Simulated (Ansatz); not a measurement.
**GeH4O4: molecular dynamics**

Purpose: to follow the molecule's vibrations and see whether its bonds hold. The start is relaxed first. Runs: 300 steps of 0.5 fs under a Nosé-Hoover thermostat at 700 K. SMILES of the start: [OH][Ge]([OH])([OH])[OH].

Method: RKS r2SCAN-D4/def2-SVP, in Ansatz 0.2.0.

## 1. Starting point

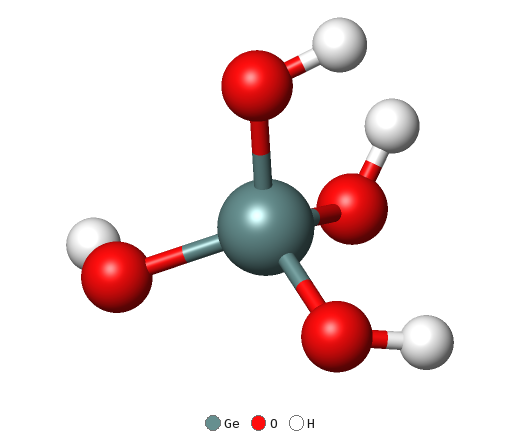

Start, viewed from a chosen angle; germanium teal, oxygen red, hydrogen white.

Structure file:

```xyz
9

Ge    0.0000    0.0000    0.0000
O     0.0000    0.0000    1.7700
H    -0.9095   -0.2814    2.1071
O     1.6691    0.0000   -0.5894
H     1.9855   -0.9521   -0.7061
O    -0.8337    1.4443   -0.5894
H    -1.7915    1.2136   -0.8118
O    -0.8337   -1.4443   -0.5894
H    -1.2883   -1.9100    0.1830
```

## 2. Preparing the start

Input file input.yaml:

```yaml
crystal:
  periodic: [false, false, false]
  atoms:
    - { symbol: Ge, position_ang: [0.0, 0.0, 0.0] }
    - { symbol: O, position_ang: [0.0, 0.0, 1.77] }
    - { symbol: H, position_ang: [-0.9095, -0.2814, 2.1071] }
    - { symbol: O, position_ang: [1.6691, 0.0, -0.5894] }
    - { symbol: H, position_ang: [1.9855, -0.9521, -0.7061] }
    - { symbol: O, position_ang: [-0.8337, 1.4443, -0.5894] }
    - { symbol: H, position_ang: [-1.7915, 1.2136, -0.8118] }
    - { symbol: O, position_ang: [-0.8337, -1.4443, -0.5894] }
    - { symbol: H, position_ang: [-1.2883, -1.91, 0.183] }
basis:
  gaussian: { orbitals: def2-SVP }
hamiltonian:
  xc: r2scan
  dispersion: d4
relax:
  f_tol: 0.02
  max_steps: 40
```

Command:

```bash
$ ansatz run input.yaml --threads 4 --pin off --max-ram 5120MiB --backend cpu --events-out ev --progress --plain --runs-dir out
```

The log of the run (excerpt; [...] marks lines left out):

```text
Warning: RAYON_NUM_THREADS=4 ignored (pool sized by the plan → 4); use --threads N
[...]
Functional definition: r2SCAN
[...]
1155 factors; their error is unknown
[...]
mean field -64756.14782583 eV, -2379.7445393058 hartree, gradient 7.6e-6 eV, S^2 0.000000; 0 other end points of the search recorded, 0 dependent functions left out
[...]
reference -64756.14783509 eV, -2379.7445396460 hartree; 34, 34 occupied and 74, 74 virtual orbitals, 1155 factors
relax step   1: F+E_penalty+E_count = -64756.18922037 eV  Δ(F+E_penalty+E_count) = +0.000e0 eV  max|allowed force component| = 1.857e0 eV/Å  Δτ_max = 0.0000 Å  (28 SCF iters, accepted)
[...]
relax step   4: F+E_penalty+E_count = -64756.51087600 eV  Δ(F+E_penalty+E_count) = -6.052e-2 eV  max|allowed force component| = 3.348e-1 eV/Å  Δτ_max = 0.2000 Å  (32 SCF iters, accepted)
[...]
relax step   7: F+E_penalty+E_count = -64756.60190619 eV  Δ(F+E_penalty+E_count) = -1.761e-2 eV  max|allowed force component| = 1.690e-1 eV/Å  Δτ_max = 0.1999 Å  (30 SCF iters, accepted)
[...]
relax step  10: F+E_penalty+E_count = -64756.63350310 eV  Δ(F+E_penalty+E_count) = +6.603e-3 eV  max|allowed force component| = 7.137e-1 eV/Å  Δτ_max = 0.0871 Å  (29 SCF iters, rejected (line search))
[...]
relax step  13: F+E_penalty+E_count = -64756.64188790 eV  Δ(F+E_penalty+E_count) = -4.152e-5 eV  max|allowed force component| = 4.945e-2 eV/Å  Δτ_max = 0.0211 Å  (26 SCF iters, accepted)
[...]
relax step  14: F+E_penalty+E_count = -64756.64191641 eV  Δ(F+E_penalty+E_count) = -2.851e-5 eV  max|allowed force component| = 2.764e-2 eV/Å  Δτ_max = 0.0045 Å  (27 SCF iters, accepted)
[...]
relax step  15: F+E_penalty+E_count = -64756.64194099 eV  Δ(F+E_penalty+E_count) = -2.458e-5 eV  max|allowed force component| = 5.127e-4 eV/Å  Δτ_max = 0.0031 Å  (22 SCF iters, accepted)
1155 factors; their error is unknown
mean field -64756.60059221 eV, -2379.7611781632 hartree, gradient 2.2e-5 eV, S^2 0.000000; 1 other end points of the search recorded, 0 dependent functions left out
[...]
reference -64756.60060135 eV, -2379.7611784991 hartree; 34, 34 occupied and 74, 74 virtual orbitals, 1155 factors
Total energy: -64756.64195013 eV, -2379.7626980387 hartree
Atom 0 at    -0.222593    -0.214520     0.085888 Å, force     0.000000     0.000265     0.000513 eV/Å
Atom 1 at    -0.278085    -0.406324     1.834740 Å, force     0.000059     0.000114     0.000017 eV/Å
Atom 2 at    -0.394801     0.447858     2.273646 Å, force    -0.000224    -0.000178    -0.000102 eV/Å
Atom 3 at     1.345794     0.149278    -0.625511 Å, force     0.000276     0.000006    -0.000227 eV/Å
Atom 4 at     1.842015    -0.661683    -0.804347 Å, force    -0.000273    -0.000193    -0.000103 eV/Å
Atom 5 at    -1.250120     1.166827    -0.280622 Å, force    -0.000181     0.000079    -0.000171 eV/Å
Atom 6 at    -0.999026     1.571980    -1.122459 Å, force     0.000139    -0.000075     0.000144 eV/Å
Atom 7 at    -0.708032    -1.767761    -0.584972 Å, force     0.000272     0.000230    -0.000335 eV/Å
Atom 8 at    -1.337252    -2.215554    -0.002362 Å, force    -0.000069    -0.000248     0.000263 eV/Å
Dipole moment:     0.000489     0.000137     0.000230 e Å
```

It took 33 s on 4 threads of Arm Neoverse V1, shared host; peak memory 0.19 GiB.

Step by step:

```csv
step,energy from step 1 (eV),largest force component (eV/Å)
1,0.0000,1.8573
2,-0.2034,1.0944
3,-0.2611,0.4862
4,-0.3217,0.3348
5,-0.3564,0.2751
6,-0.3951,0.1897
7,-0.4127,0.1690
8,-0.4394,0.1655
9,-0.4509,0.0199
10x,-0.4443,0.7137
11,-0.4514,0.2105
12,-0.4526,0.0047
13,-0.4527,0.0494
14,-0.4527,0.0276
15,-0.4527,0.0005
```

Step 1 is the start. 1 step was tried and not accepted (10; marked x where the table lists them).

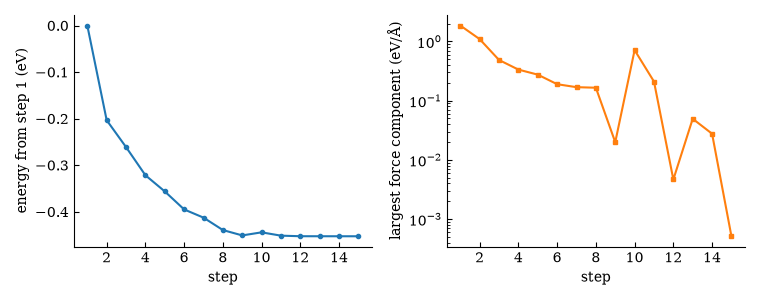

Energy and largest force along the relaxation.

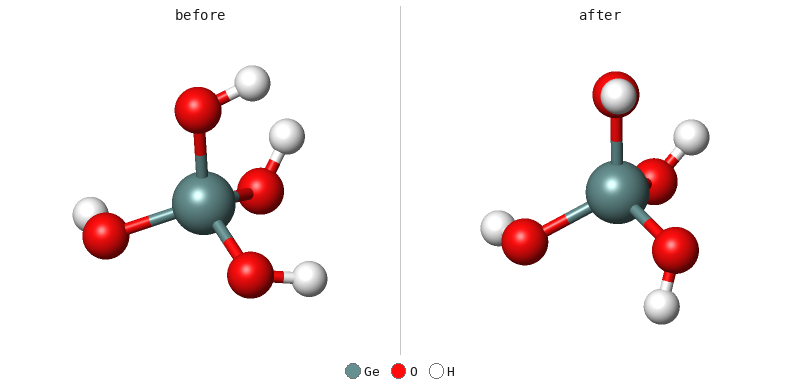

The structure before (left) and after (right), drawn at the same scale.

After: Bond lengths: Ge1–O2 1.760 Å, O2–H3 0.967 Å, Ge1–O4 1.760 Å, O4–H5 0.967 Å, Ge1–O6 1.760 Å, O6–H7 0.967 Å, Ge1–O8 1.760 Å, O8–H9 0.967 Å. Angles: Ge1–O2–H3 111.0°, O2–Ge1–O4 116.9°, O2–Ge1–O6 105.9°, O2–Ge1–O8 105.9°, O4–Ge1–O6 105.9°, O4–Ge1–O8 105.9°, O6–Ge1–O8 116.9°, Ge1–O4–H5 111.0°, Ge1–O6–H7 111.0°, Ge1–O8–H9 111.0°.

## 3. The run

300 steps of 0.5 fs under a Nosé-Hoover thermostat at 700 K, from the relaxed start.

Input file input.yaml:

```yaml
crystal:
  periodic: [false, false, false]
  atoms:
    - { symbol: Ge, position_ang: [-0.222593, -0.21452, 0.085888] }
    - { symbol: O, position_ang: [-0.278085, -0.406324, 1.83474] }
    - { symbol: H, position_ang: [-0.394801, 0.447858, 2.273646] }
    - { symbol: O, position_ang: [1.345794, 0.149278, -0.625511] }
    - { symbol: H, position_ang: [1.842015, -0.661683, -0.804347] }
    - { symbol: O, position_ang: [-1.25012, 1.166827, -0.280622] }
    - { symbol: H, position_ang: [-0.999026, 1.57198, -1.122459] }
    - { symbol: O, position_ang: [-0.708032, -1.767761, -0.584972] }
    - { symbol: H, position_ang: [-1.337252, -2.215554, -0.002362] }
basis:
  gaussian: { orbitals: def2-SVP }
hamiltonian:
  xc: r2scan
  dispersion: d4
md:
  timestep: 0.5
  n_steps: 300
  ensemble: nvt_nose_hoover
  temperature: 700.0
  initial_velocities: maxwell_boltzmann
  seed: 748136
```

Command:

```bash
$ ansatz run input.yaml --threads 4 --pin off --max-ram 5120MiB --backend cpu --events-out ev --progress --plain --runs-dir out
```

The log of the run (excerpt; [...] marks lines left out):

```text
Warning: RAYON_NUM_THREADS=4 ignored (pool sized by the plan → 4); use --threads N
[...]
[... 1 set-up line as earlier in the session ...]
[...]
1155 factors; their error is unknown
[...]
mean field -64756.60054468 eV, -2379.7611764168 hartree, gradient 6.4e-5 eV, S^2 0.000000; 0 other end points of the search recorded, 0 dependent functions left out
[...]
reference -64756.60055369 eV, -2379.7611767477 hartree; 34, 34 occupied and 74, 74 virtual orbitals, 1155 factors
md step     0: t =     0.00 fs  T =   700.0 K  F+E_penalty+E_count = -64756.64189346 eV  E_kin = 0.633374 eV  conserved = -64756.00851947 eV  (24 SCF iters)
[...]
md step    20: t =    10.00 fs  T =   300.5 K  F+E_penalty+E_count = -64756.27598131 eV  E_kin = 0.271886 eV  conserved = -64756.00498737 eV  (28 SCF iters)
[...]
md step    40: t =    20.00 fs  T =   327.2 K  F+E_penalty+E_count = -64756.29510471 eV  E_kin = 0.296040 eV  conserved = -64756.00388393 eV  (26 SCF iters)
[...]
md step    60: t =    30.00 fs  T =   214.7 K  F+E_penalty+E_count = -64756.19059964 eV  E_kin = 0.194297 eV  conserved = -64756.00634152 eV  (28 SCF iters)
[...]
md step    79: t =    39.50 fs  T =   388.3 K  F+E_penalty+E_count = -64756.34097513 eV  E_kin = 0.351303 eV  conserved = -64756.00758069 eV  (28 SCF iters)
md step    80: t =    40.00 fs  T =   377.4 K  F+E_penalty+E_count = -64756.33029496 eV  E_kin = 0.341479 eV  conserved = -64756.00745920 eV  (28 SCF iters)
```

## 4. The output, continued: dynamics from the start

Output, continued (excerpt; [...] marks lines left out):

```text
md step    81: t =    40.50 fs  T =   336.2 K  F+E_penalty+E_count = -64756.29129437 eV  E_kin = 0.304235 eV  conserved = -64756.00639587 eV  (28 SCF iters)
[...]
md step   107: t =    53.50 fs  T =   409.2 K  F+E_penalty+E_count = -64756.33522060 eV  E_kin = 0.370242 eV  conserved = -64756.00537177 eV  (27 SCF iters)
[...]
md step   133: t =    66.50 fs  T =   502.0 K  F+E_penalty+E_count = -64756.38925437 eV  E_kin = 0.454205 eV  conserved = -64756.00672723 eV  (30 SCF iters)
[...]
md step   159: t =    79.50 fs  T =   351.5 K  F+E_penalty+E_count = -64756.21176481 eV  E_kin = 0.318012 eV  conserved = -64756.00541733 eV  (29 SCF iters)
[...]
md step   183: t =    91.50 fs  T =   587.4 K  F+E_penalty+E_count = -64756.38298212 eV  E_kin = 0.531514 eV  conserved = -64756.00570003 eV  (29 SCF iters)
md step   184: t =    92.00 fs  T =   595.5 K  F+E_penalty+E_count = -64756.38855658 eV  E_kin = 0.538842 eV  conserved = -64756.00624037 eV  (30 SCF iters)
```

## 5. The output, continued: dynamics from the start

Output, continued (excerpt; [...] marks lines left out):

```text
md step   185: t =    92.50 fs  T =   582.2 K  F+E_penalty+E_count = -64756.37453786 eV  E_kin = 0.526752 eV  conserved = -64756.00659347 eV  (30 SCF iters)
[...]
md step   206: t =   103.00 fs  T =   276.1 K  F+E_penalty+E_count = -64756.06252359 eV  E_kin = 0.249821 eV  conserved = -64756.00181317 eV  (27 SCF iters)
[...]
md step   227: t =   113.50 fs  T =   638.8 K  F+E_penalty+E_count = -64756.35442012 eV  E_kin = 0.577990 eV  conserved = -64756.00787941 eV  (27 SCF iters)
[...]
md step   248: t =   124.00 fs  T =   349.2 K  F+E_penalty+E_count = -64756.05333212 eV  E_kin = 0.315951 eV  conserved = -64756.00248761 eV  (28 SCF iters)
[...]
md step   299: t =   149.50 fs  T =   477.6 K  F+E_penalty+E_count = -64756.08714364 eV  E_kin = 0.432136 eV  conserved = -64756.00292619 eV  (28 SCF iters)
[...]
Total energy: -64756.03816691 eV, -2379.7405094149 hartree
Atom 0 at    -0.263033    -0.228601     0.092682 Å, force     0.648032    -2.136370     0.048354 eV/Å
Atom 1 at    -0.045195    -0.345763     1.829765 Å, force    -0.052527     0.106902     0.790389 eV/Å
Atom 2 at     0.627683     0.290804     2.174507 Å, force    -0.705587    -0.608165    -0.662946 eV/Å
Atom 3 at     1.352730     0.216016    -0.425966 Å, force     1.474628    -1.571664    -0.959631 eV/Å
Atom 4 at     1.877554    -0.617170    -0.599640 Å, force    -0.570132     1.362699     0.208023 eV/Å
Atom 5 at    -1.186547     1.116080    -0.369194 Å, force    -0.911686     2.115401    -3.092845 eV/Å
Atom 6 at    -1.003407     1.389589    -1.353472 Å, force    -0.487489    -0.822945     2.766809 eV/Å
Atom 7 at    -0.941169    -1.740583    -0.688242 Å, force    -0.387779     3.500371    -0.036307 eV/Å
Atom 8 at    -0.592277    -2.552463    -0.409724 Å, force     0.992540    -1.946230     0.938154 eV/Å
Dipole moment:     0.462906    -0.246258    -0.165903 e Å
```

Run time: 10 min. Hardware: 4 threads of Arm Neoverse V1, shared host; peak memory 0.18 GiB.

## 6. What the atoms did

The trajectory, every 12 steps (energies from step 0):

```csv
time (fs),T (K),potential energy change (meV/atom),conserved energy change (meV/atom)
0.0,700,0.0,0.00
6.0,400,30.6,0.40
12.0,287,42.0,0.39
18.0,477,23.0,0.10
24.0,234,48.2,0.58
30.0,215,50.1,0.24
36.0,273,44.9,0.34
42.0,259,47.3,0.58
48.0,389,34.7,0.19
54.0,361,39.2,0.49
60.0,380,38.6,0.42
66.0,519,26.1,0.15
72.0,428,37.9,0.58
78.0,389,43.4,0.19
84.0,450,39.1,0.26
90.0,525,34.5,0.50
96.0,469,42.3,0.08
102.0,296,61.8,0.43
108.0,509,42.6,0.43
114.0,585,37.8,0.26
120.0,320,67.1,0.70
126.0,479,52.7,0.42
132.0,603,42.9,0.48
138.0,472,58.7,0.76
144.0,551,52.3,0.35
150.0,426,67.1,0.74
```

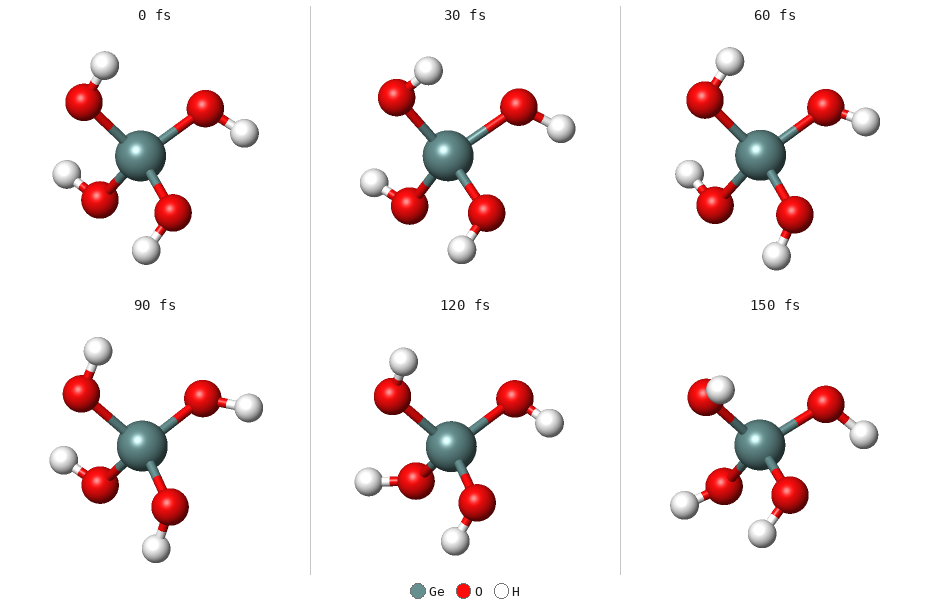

The system at six times, viewed from a chosen angle. Sticks join atoms within a bonding distance in each frame.

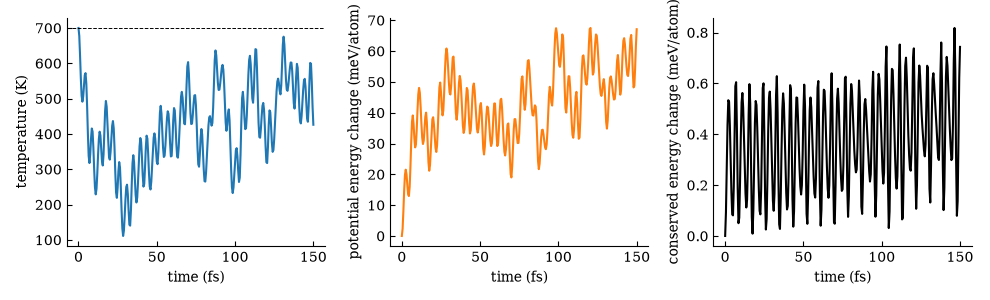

Traces against time; each panel has its own scale. The dashed line is the set temperature.

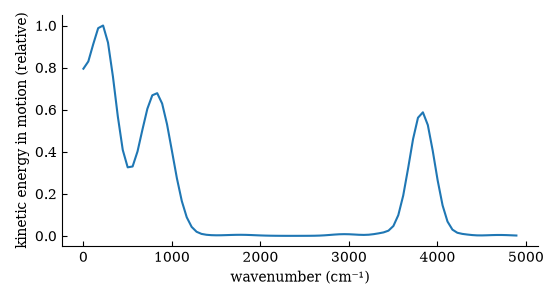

Power spectrum of the mass-weighted velocities; a run of 150 fs resolves no finer than about 440 cm⁻¹.

Maxima of the velocity power spectrum (cm⁻¹, relative height; resolution about 440 cm⁻¹): 220 (100), 830 (68), 3840 (59).

## 7. Positions and forces

Extended XYZ, with forces in eV/Å:

```xyz
9
time_fs=19.0 T=372 dE=0.3053
Ge   -0.250   -0.239    0.098    0.347   -0.639   -0.897
O    -0.326   -0.327    1.850    0.144    0.384    0.394
H    -0.270    0.590    2.208   -0.126   -0.767   -0.321
O     1.268    0.173   -0.693    1.108   -0.937    0.113
H     1.912   -0.580   -0.717   -0.808    0.815   -0.024
O    -1.113    1.255   -0.213   -0.395    0.858   -2.171
H    -0.971    1.621   -1.155   -0.201   -0.946    2.107
O    -0.620   -1.856   -0.647    1.112    2.287   -0.347
H    -1.160   -2.376   -0.089   -1.182   -1.054    1.146
9
time_fs=37.5 T=219 dE=0.4552
Ge   -0.261   -0.270    0.089    0.826    3.221    0.681
O    -0.349   -0.310    1.858    0.065    0.309    0.025
H    -0.402    0.621    2.178   -0.004   -0.784   -0.347
O     1.249    0.174   -0.728    0.893   -1.011    0.130
H     1.873   -0.591   -0.825   -0.802    0.853    0.081
O    -1.088    1.316   -0.181    0.379   -0.246   -2.775
H    -0.867    1.615   -1.152   -0.550   -0.773    2.676
O    -0.552   -1.796   -0.600    0.365   -0.510   -1.345
H    -1.133   -2.373   -0.148   -1.173   -1.060    0.873
9
time_fs=56.0 T=407 dE=0.3131
Ge   -0.241   -0.212    0.092    0.670   -2.502   -0.768
O    -0.349   -0.362    1.830   -0.155    0.220    0.472
H    -0.703    0.487    2.157    0.182   -0.326    0.004
O     1.270    0.143   -0.718    0.662   -0.430   -0.207
H     1.688   -0.670   -1.064   -0.194    0.393    0.225
O    -1.126    1.227   -0.191   -0.359    2.637   -2.118
H    -0.756    1.804   -0.957   -0.843   -1.614    1.831
O    -0.589   -1.890   -0.585   -0.034    1.628    0.542
H    -1.345   -2.281   -0.121    0.072   -0.005    0.019
9
time_fs=75.0 T=482 dE=0.2990
Ge   -0.201   -0.210    0.079   -1.020    2.055    1.081
O    -0.347   -0.443    1.840    0.577   -0.353   -0.578
H    -0.802    0.261    2.299   -0.166    0.570    0.095
O     1.363    0.092   -0.694   -0.592    0.877    0.868
H     1.548   -0.676   -1.221    0.366   -0.871   -0.606
O    -1.313    1.222   -0.267    1.268   -1.300    0.210
H    -0.742    1.840   -0.748   -0.155    0.168   -0.135
O    -0.660   -1.753   -0.502   -1.502   -2.000   -0.243
H    -1.393   -2.206    0.006    1.224    0.854   -0.693
9
time_fs=94.0 T=432 dE=0.4126
Ge   -0.189   -0.161    0.088    0.195   -2.383   -0.910
O    -0.298   -0.493    1.810    0.394   -0.053   -0.132
H    -0.563    0.309    2.254   -0.217    0.542    0.618
O     1.412    0.054   -0.624   -0.441    1.497    0.996
H     1.638   -0.676   -1.178    0.222   -1.126   -0.709
O    -1.330    1.054   -0.312   -1.497   -1.831    1.953
H    -1.125    1.793   -0.796    1.043    2.907   -2.007
O    -0.806   -1.728   -0.552   -0.307    0.016    1.728
H    -1.209   -2.127    0.281    0.609    0.431   -1.536
9
time_fs=112.5 T=591 dE=0.3277
Ge   -0.187   -0.177    0.081   -1.726   -0.430    0.587
O    -0.199   -0.461    1.821    0.049   -0.221   -0.109
H    -0.234    0.264    2.452    0.007    0.270   -0.169
O     1.440    0.078   -0.525   -0.142    0.205   -0.165
H     1.668   -0.763   -0.940    0.316   -0.141   -0.217
O    -1.407    1.044   -0.361   -0.032   -1.841    2.178
H    -1.117    1.631   -1.006    0.900    1.881   -2.023
O    -0.894   -1.662   -0.580    0.314   -0.570    0.233
H    -1.097   -2.391    0.046    0.315    0.847   -0.315
9
time_fs=131.0 T=675 dE=0.3135
Ge   -0.229   -0.218    0.087    0.477    1.397   -0.270
O    -0.090   -0.421    1.839   -0.200    0.963    0.033
H     0.140    0.470    2.194   -0.146   -0.840   -0.070
O     1.448    0.126   -0.460   -0.197   -0.331   -0.346
H     1.978   -0.634   -0.787   -0.731    0.552    0.314
O    -1.369    1.086   -0.396    0.627   -0.929    1.235
H    -1.084    1.548   -1.176    0.370    0.409   -0.730
O    -0.925   -1.623   -0.631   -0.351    0.032   -0.801
H    -0.740   -2.384   -0.104    0.151   -1.252    0.636
9
time_fs=150.0 T=426 dE=0.6037
Ge   -0.263   -0.229    0.093    0.648   -2.136    0.048
O    -0.045   -0.346    1.830   -0.052    0.107    0.790
H     0.628    0.291    2.175   -0.706   -0.608   -0.663
O     1.353    0.216   -0.426    1.475   -1.572   -0.960
H     1.878   -0.617   -0.600   -0.570    1.363    0.208
O    -1.187    1.116   -0.369   -0.912    2.115   -3.093
H    -1.003    1.390   -1.353   -0.487   -0.823    2.767
O    -0.941   -1.741   -0.688   -0.388    3.500   -0.036
H    -0.592   -2.553   -0.410    0.993   -1.946    0.938
```

## 8. Outcome

| quantity | value |
| --- | --- |
| relaxation of the start | 13 moves, 0.453 eV lower |
| length | 300 steps of 0.5 fs |
| temperature, first and last step | 700 and 426 K |
| temperature, second half | mean 469 K, from 233 to 675 K |
| potential energy, second half | +49 meV/atom from the start |
| largest change of the conserved energy | 0.82 meV/atom |
| bonds formed or broken | 0 |

In words: Against a set 700 K the second half averages 469 K with a spread of 102 K; 49 meV/atom has gone into potential energy, and a thermostat that acts over some 100 fs has not made it up in 150 fs. The conserved energy strays from its start by at most 0.82 meV/atom, 1.9 % of the mean kinetic energy, so a step of 0.5 fs is short enough over this time. No bond forms or breaks. 150 fs on 9 atoms is far too short and small for converged averages. The nuclei move classically, without zero-point motion, which matters most for hydrogen.
